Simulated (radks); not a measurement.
**Polarisabilities and dispersion coefficients of Pr⁺, Re, Br and others**

Aim: static dipole polarisabilities and C6 coefficients, each species in its NIST ground configuration. After each ground state the linear response is solved; its values go to the run's result record, not to the log. Response by self-consistent Sternheimer equations with the Hartree and adiabatic LDA kernel, the relativistic mass of each level held fixed and spin-orbit coupling left out.

Method: scalar-relativistic Kohn-Sham, LDA (Slater exchange, Perdew-Wang correlation), spin-polarised, spherical densities, finite nucleus; open shells are filled with parallel spins first. Code: radks (a radial shooting solver on a logarithmic mesh, Libxc functionals) version 1.

**1. Starting point**

* species: Pr⁺ ([Xe] 4f3 6s1), Re ([Xe] 4f14 5d5 6s2), Br ([Ar] 3d10 4s2 4p5), Eu ([Xe] 4f7 6s2), K²⁺ ([Ne] 3s2 3p5), Ta ([Xe] 4f14 5d3 6s2), He ([He]), Sr³⁺ ([Ar] 3d10 4s2 4p5), Tb⁺ ([Xe] 4f9 6s1)

In the logs a row gives level, spin channel, occupation and eigenvalue; Etot, Ekin, Encl (electron-nucleus), Eh (Hartree) and Exc are energies, all in hartree; err is the last residual, it the number of iterations.

**2. Pr⁺, [Xe] 4f3 6s1**

The run's settings:

```text
Z 59
configuration [Xe] 4f3 6s1
relativity scalar-relativistic
functional lda,pw
spin polarised
nucleus finite rms 4.8919 fm
c 137.035999084
response adiabatic LDA kernel
```

Output:

```text
1s      1   1.0000       -1535.22019285
2s      1   1.0000        -247.19457091
2p      1   3.0000        -221.33275979
3s      1   1.0000         -53.48125685
3p      1   3.0000         -45.28685289
3d      1   5.0000         -33.74401695
4s      1   1.0000         -10.81006487
4p      1   3.0000          -8.13110821
4d      1   5.0000          -4.29769663
4f      1   3.0000          -0.29105060
5s      1   1.0000          -1.67457627
5p      1   3.0000          -1.02413931
6s      1   1.0000          -0.31752405
1s      2   1.0000       -1535.21981601
2s      2   1.0000        -247.19364029
2p      2   3.0000        -221.33208455
3s      2   1.0000         -53.45315845
3p      2   3.0000         -45.25899142
3d      2   5.0000         -33.72201042
4s      2   1.0000         -10.73541534
4p      2   3.0000          -8.05591616
4d      2   5.0000          -4.22223139
4f      2   0.0000          -0.22530915
5s      2   1.0000          -1.62355870
5p      2   3.0000          -0.98172110
6s      2   0.0000          -0.28482498
Etot -9229.97913982684
Ekin 9799.564991442085
Encl -22386.91786221498
Eh 3566.3039610035667
Exc -208.9302300575104
err 1.2408140911390962e-09
it 14
```

4f up is the highest filled level (-7.920 eV). The response step gives α = 91.10 bohr³ (654.3 without the induced potential) and C6 = 829.1 hartree bohr⁶.

Sizes of the orbitals, from the radial functions (bohr):

```csv
level,occupation,energy (eV),<r>,outermost maximum (interpolated),90 % within,nodes
5s up,1,-45.568,1.502,1.35,2.16,4
5s down,1,-44.179,1.511,1.35,2.18,4
5p up,3,-27.868,1.759,1.53,2.58,3
5p down,3,-26.714,1.771,1.54,2.60,3
6s up,1,-8.640,3.989,3.56,5.74,5
4f up,3,-7.920,1.158,0.693,2.06,0
6s down,0,-7.750,4.082,3.59,5.92,5
4f down,0,-6.131,1.205,0.694,2.18,0
```

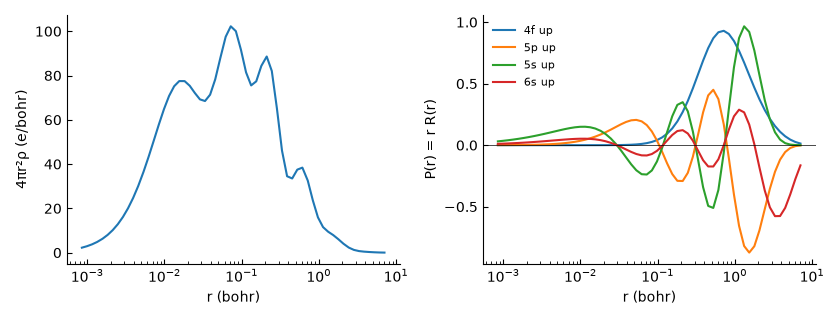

Radial density (left) and radial functions of outer levels (right).

**3. Re, [Xe] 4f14 5d5 6s2**

The run's settings:

```text
Z 75
configuration [Xe] 4f14 5d5 6s2
relativity scalar-relativistic
functional lda,pw
spin polarised
nucleus finite rms 5.3698 fm
c 137.035999084
response adiabatic LDA kernel
```

Output:

```text
1s      1   1.0000       -2630.38037377
2s      1   1.0000        -456.12707443
2p      1   3.0000        -398.33375666
3s      1   1.0000        -105.57380005
3p      1   3.0000         -88.52468568
3d      1   5.0000         -69.12711310
4s      1   1.0000         -21.99639123
4p      1   3.0000         -16.39923957
4d      1   5.0000          -9.36675174
4f      1   7.0000          -1.55848157
5s      1   1.0000          -3.15926142
5p      1   3.0000          -1.76237386
5d      1   5.0000          -0.23886560
6s      1   1.0000          -0.24760565
1s      2   1.0000       -2630.38027635
2s      2   1.0000        -456.11883226
2p      2   3.0000        -398.32689346
3s      2   1.0000        -105.57009702
3p      2   3.0000         -88.52073995
3d      2   5.0000         -69.12114089
4s      2   1.0000         -21.98819208
4p      2   3.0000         -16.39095971
4d      2   5.0000          -9.35664830
4f      2   7.0000          -1.54028858
5s      2   1.0000          -3.08896827
5p      2   3.0000          -1.67373789
5d      2   0.0000          -0.14178905
6s      2   1.0000          -0.19002075
Etot -16679.939190453835
Ekin 18420.60644279446
Encl -41292.30539399349
Eh 6512.644508864673
Exc -320.8847481194741
err 1.1125544708501243e-08
it 15
```

Highest occupied level: 6s down at -5.171 eV. The response step gives α = 58.93 bohr³ (119.6 without the induced potential) and C6 = 683.3 hartree bohr⁶.

**4. Br, [Ar] 3d10 4s2 4p5**

The run's settings:

```text
Z 35
configuration [Ar] 3d10 4s2 4p5
relativity scalar-relativistic
functional lda,pw
spin polarised
nucleus finite rms 4.1629 fm
c 137.035999084
response adiabatic LDA kernel
```

Output:

```text
1s      1   1.0000        -488.60774368
2s      1   1.0000         -63.59515026
2p      1   3.0000         -56.14761073
3s      1   1.0000          -8.71722350
3p      1   3.0000          -6.36612735
3d      1   5.0000          -2.46352598
4s      1   1.0000          -0.75849774
4p      1   3.0000          -0.30501125
1s      2   1.0000        -488.60531730
2s      2   1.0000         -63.59358598
2p      2   3.0000         -56.14538554
3s      2   1.0000          -8.71406815
3p      2   3.0000          -6.36254880
3d      2   5.0000          -2.45891723
4s      2   1.0000          -0.73289351
4p      2   2.0000          -0.28134604
Etot -2603.1010973249877
Ekin 2658.4556091384843
Encl -6280.262623623017
Eh 1107.4553661406535
Exc -88.7494489811083
err 6.776480230715441e-09
it 14
```

4p down is the highest filled level (-7.656 eV). The response step gives α = 22.23 bohr³ (33.67 without the induced potential) and C6 = 179.8 hartree bohr⁶.

**5. Eu, [Xe] 4f7 6s2**

The run's settings:

```text
Z 63
configuration [Xe] 4f7 6s2
relativity scalar-relativistic
functional lda,pw
spin polarised
nucleus finite rms 5.1115 fm
c 137.035999084
response adiabatic LDA kernel
```

Output:

```text
1s      1   1.0000       -1775.55385636
2s      1   1.0000        -291.58096055
2p      1   3.0000        -259.93360151
3s      1   1.0000         -64.14461055
3p      1   3.0000         -54.29149853
3d      1   5.0000         -41.06921040
4s      1   1.0000         -12.76725862
4p      1   3.0000          -9.52407709
4d      1   5.0000          -5.00240114
4f      1   7.0000          -0.15576010
5s      1   1.0000          -1.68184167
5p      1   3.0000          -0.90521470
6s      1   1.0000          -0.14204252
1s      2   1.0000       -1775.55385672
2s      2   1.0000        -291.57782980
2p      2   3.0000        -259.93139048
3s      2   1.0000         -64.05745954
3p      2   3.0000         -54.20510543
3d      2   5.0000         -41.00162940
4s      2   1.0000         -12.56652693
4p      2   3.0000          -9.32457670
4d      2   5.0000          -4.80587055
4f      2   0.0000           0.00027128
5s      2   1.0000          -1.57245454
5p      2   3.0000          -0.82290029
6s      2   1.0000          -0.13227203
Etot -10836.21173519744
Ekin 11604.666168749853
Encl -26420.314793630612
Eh 4214.390449187482
Exc -234.95355950416143
err 1.4053600837814081e-09
it 15
```

6s down is the highest filled level (-3.599 eV). The response step gives α = 168.0 bohr³ (316.3 without the induced potential) and C6 = 2613 hartree bohr⁶.

**6. K²⁺, [Ne] 3s2 3p5**

The run's settings:

```text
Z 19
configuration [Ne] 3s2 3p5
relativity scalar-relativistic
functional lda,pw
spin polarised
nucleus finite rms 3.4349 fm
c 137.035999084
response adiabatic LDA kernel
```

Output:

```text
1s      1   1.0000        -129.93084153
2s      1   1.0000         -13.80778991
2p      1   3.0000         -11.15749842
3s      1   1.0000          -2.08519282
3p      1   3.0000          -1.46225718
1s      2   1.0000        -129.92022938
2s      2   1.0000         -13.79685074
2p      2   3.0000         -11.14394311
3s      2   1.0000          -2.04218014
3p      2   2.0000          -1.42189175
Etot -599.2297850487316
Ekin 602.4676740235805
Encl -1414.1084533619096
Eh 243.57318791148538
Exc -31.162193621887795
err 3.5925754728191195e-09
it 14
```

Highest occupied level: 3p down at -38.692 eV. The response step gives α = 4.001 bohr³ (6.377 without the induced potential) and C6 = 13.68 hartree bohr⁶.

**7. Ta, [Xe] 4f14 5d3 6s2**

The run's settings:

```text
Z 73
configuration [Xe] 4f14 5d3 6s2
relativity scalar-relativistic
functional lda,pw
spin polarised
nucleus finite rms 5.3507 fm
c 137.035999084
response adiabatic LDA kernel
```

Output:

```text
1s      1   1.0000       -2472.82872136
2s      1   1.0000        -424.92448729
2p      1   3.0000        -372.63061242
3s      1   1.0000         -97.31784032
3p      1   3.0000         -81.75709922
3d      1   5.0000         -63.53553222
4s      1   1.0000         -19.80995219
4p      1   3.0000         -14.70077255
4d      1   5.0000          -8.15211157
4f      1   7.0000          -0.91252739
5s      1   1.0000          -2.69771453
5p      1   3.0000          -1.46870289
5d      1   3.0000          -0.15928411
6s      1   1.0000          -0.22090697
1s      2   1.0000       -2472.82874475
2s      2   1.0000        -424.92092099
2p      2   3.0000        -372.62767649
3s      2   1.0000         -97.31660829
3p      2   3.0000         -81.75576169
3d      2   5.0000         -63.53322302
4s      2   1.0000         -19.80691031
4p      2   3.0000         -14.69768326
4d      2   5.0000          -8.14815710
4f      2   7.0000          -0.90303640
5s      2   1.0000          -2.66234511
5p      2   3.0000          -1.42185299
5d      2   0.0000          -0.10453966
6s      2   1.0000          -0.18257830
Etot -15593.119151252444
Ekin 17122.28681913217
Encl -38514.01620596598
Eh 6104.523838683325
Exc -305.9136031019609
err 1.0126802023500474e-08
it 15
```

5d up is the highest filled level (-4.334 eV). The response step gives α = 77.30 bohr³ (160.4 without the induced potential) and C6 = 967.6 hartree bohr⁶.

**8. He, [He]**

The run's settings:

```text
Z 2
configuration [He]
relativity scalar-relativistic
functional lda,pw
spin polarised
nucleus finite rms 1.6755 fm
c 137.035999084
response adiabatic LDA kernel
```

Output:

```text
1s      1   1.0000          -0.57027387
1s      2   1.0000          -0.57027387
Etot -2.8345861503184446
Ekin 2.7677577964864577
Encl -6.625442688226565
Eh 1.9959741512944453
Exc -0.9728754098727823
err 3.718382803557846e-10
it 13
```

1s is the highest filled level (-15.518 eV). The response step gives α = 1.658 bohr³ (1.808 without the induced potential) and C6 = 1.865 hartree bohr⁶.

**9. Sr³⁺, [Ar] 3d10 4s2 4p5**

The run's settings:

```text
Z 38
configuration [Ar] 3d10 4s2 4p5
relativity scalar-relativistic
functional lda,pw
spin polarised
nucleus finite rms 4.224 fm
c 137.035999084
response adiabatic LDA kernel
```

Output:

```text
1s      1   1.0000        -585.91690084
2s      1   1.0000         -80.32781629
2p      1   3.0000         -71.56608922
3s      1   1.0000         -13.34523677
3p      1   3.0000         -10.51733663
3d      1   5.0000          -5.83075127
4s      1   1.0000          -2.55900767
4p      1   3.0000          -1.86576002
1s      2   1.0000        -585.91218867
2s      2   1.0000         -80.32461804
2p      2   3.0000         -71.56167981
3s      2   1.0000         -13.33930132
3p      2   3.0000         -10.51073255
3d      2   5.0000          -5.82331878
4s      2   1.0000          -2.52356525
4p      2   2.0000          -1.83152475
Etot -3173.5643708133916
Ekin 3253.4318321030423
Encl -7608.615563455444
Eh 1281.9711733554398
Exc -100.35181281642929
err 4.6478037614674985e-09
it 14
```

4p down is the highest filled level (-49.838 eV). The response step gives α = 4.503 bohr³ (7.142 without the induced potential) and C6 = 18.72 hartree bohr⁶.

**10. Tb⁺, [Xe] 4f9 6s1**

The run's settings:

```text
Z 65
configuration [Xe] 4f9 6s1
relativity scalar-relativistic
functional lda,pw
spin polarised
nucleus finite rms 5.06 fm
c 137.035999084
response adiabatic LDA kernel
```

Output:

```text
1s      1   1.0000       -1903.95973566
2s      1   1.0000        -315.85009834
2p      1   3.0000        -280.84639409
3s      1   1.0000         -70.23297844
3p      1   3.0000         -59.43387277
3d      1   5.0000         -45.31329174
4s      1   1.0000         -14.12995536
4p      1   3.0000         -10.57159507
4d      1   5.0000          -5.68377258
4f      1   7.0000          -0.40310201
5s      1   1.0000          -2.01867605
5p      1   3.0000          -1.17792036
6s      1   1.0000          -0.34369190
1s      2   1.0000       -1903.95932771
2s      2   1.0000        -315.84703240
2p      2   3.0000        -280.84413427
3s      2   1.0000         -70.16255000
3p      2   3.0000         -59.36399254
3d      2   5.0000         -45.25869006
4s      2   1.0000         -13.97746573
4p      2   3.0000         -10.42078929
4d      2   5.0000          -5.53593912
4f      2   2.0000          -0.27565078
5s      2   1.0000          -1.94026907
5p      2   3.0000          -1.11732555
6s      2   0.0000          -0.30854476
Etot -11700.231334098698
Ekin 12587.771455428869
Encl -28585.134393141863
Eh 4545.303851905692
Exc -248.172248291395
err 5.0642752346773245e-09
it 16
```

Highest occupied level: 4f down at -7.501 eV. The response step gives α = 65.80 bohr³ (108.8 without the induced potential) and C6 = 544.5 hartree bohr⁶.

**11. What came out**

```csv
species,−ε(HOMO) (eV),α (bohr³),α uncoupled (bohr³),C6 (hartree bohr⁶),C8 (hartree bohr⁸),recommended α (bohr³)
Pr⁺,7.920,91.10,654.3,829.1,-,-
Re,5.171,58.93,119.6,683.3,-,62
Br,7.656,22.23,33.67,179.8,-,21
Eu,3.599,168.0,316.3,2613,-,184
K²⁺,38.692,4.001,6.377,13.68,-,-
Ta,4.334,77.30,160.4,967.6,-,74
He,15.518,1.658,1.808,1.865,21.46,1.38375
Sr³⁺,49.838,4.503,7.142,18.72,-,-
Tb⁺,7.501,65.80,108.8,544.5,-,-
```

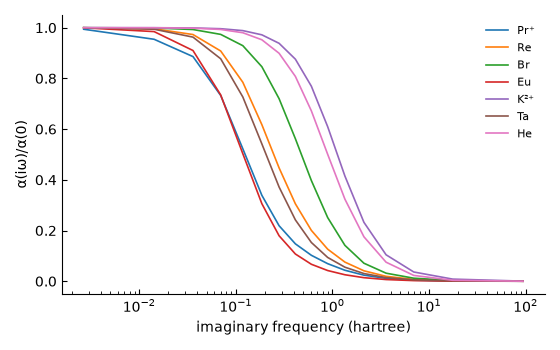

Polarisability at imaginary frequency, each scaled by its static value.

Uncoupled leaves out the potential induced by the response; C6 and C8 are for like pairs. Eu is the most polarisable and He the least, a factor 101 apart. For the pair Eu–He the Casimir-Polder integral gives C6 = 49.73, the rule 2·Ca·Cb/(Ca·αb/αa + Cb·αa/αb) on the like-pair values 45.39. Against the recommended values (Schwerdtfeger and Nagle, 2023 table) the misses are Re -5 %, Br +6 %, Eu -9 %, Ta +4 %, He +20 %. C8 is given only where no p, d or f shell is open. For heavy and open-shell atoms this level can miss by tens of per cent.
